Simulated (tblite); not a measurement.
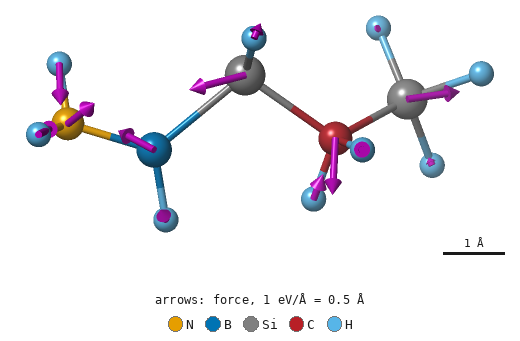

Starting geometry of CH₉BNSi₂ (multiplicity 2) with the computed forces as purple arrows. The picture is a ball-and-stick view, seen at a tilt.

These are results of tblite 0.8.0, GFN2-xTB geometry optimisation, gas phase, not measurements. 

Question: What follows when this structure is relaxed?

Answer: It isn't relaxed: the largest force vector, on a Si atom, is 2.12 eV/Å. The final displacements follow the starting forces only in part (cosine between the two patterns 0.31). An H atom moves most after the best rigid fit: 1.32 Å. Largest moves by element: H 1.32 Å, Si 0.65 Å, N 0.41 Å, C 0.36 Å, B 0.27 Å. Some distances before and after: B–N 1.496 → 1.407 Å, C–Si 1.830 → 1.897 Å, B–Si 1.961 → 1.895 Å, C–Si 1.851 → 1.910 Å. Bond angles that change, for instance: B–Si–H 105.0° → 128.9°, B–Si–C 106.0° → 125.0°, B–N–H 113.6° → 124.1°. Groups turn about C–Si by about 50°. The energy falls by 1.450 eV in 123 geometry steps. The run took 0.57 s on 1 thread of Arm Neoverse V2 (shared host).
